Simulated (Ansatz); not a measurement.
System (SMILES): [OH] (OH), doublet.
Atoms: O1, H2. Bonds: O1-H2.

Basis-set convergence of the highest harmonic wavenumber at CCSD(T) with Ansatz (a first-principles code). Each level at its own minimum, finite differences of forces, unscaled; the reference is a large set that could be run, not a limit. All functions are spherical. Cores are frozen. Open shells are unrestricted. No added dispersion term, no relativity. Reference: the value in def2-QZVPPD, 3747 cm⁻¹, itself unsure by roughly 13 cm⁻¹ (its mean distance from pcseg-3, def2-QZVPP, cc-pVQZ). Deviations are taken from unrounded values.

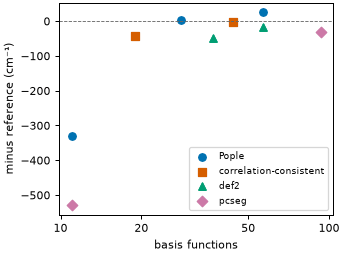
Fig. 1. Deviation from the reference against the number of basis functions, by family of sets.

```tsv
basis	functions	highest harmonic wavenumber (cm⁻¹)	minus reference (cm⁻¹)
6-31G	11	3416	-331
pcseg-0	11	3219	-528
cc-pVDZ	19	3703	-44
6-311+G**	28	3752	4
def2-TZVP	37	3699	-48
cc-pVTZ	44	3744	-3
6-311++G(3df,3pd)	57	3772	25
def2-TZVPPD	57	3730	-17
pcseg-3	93	3716	-31
```
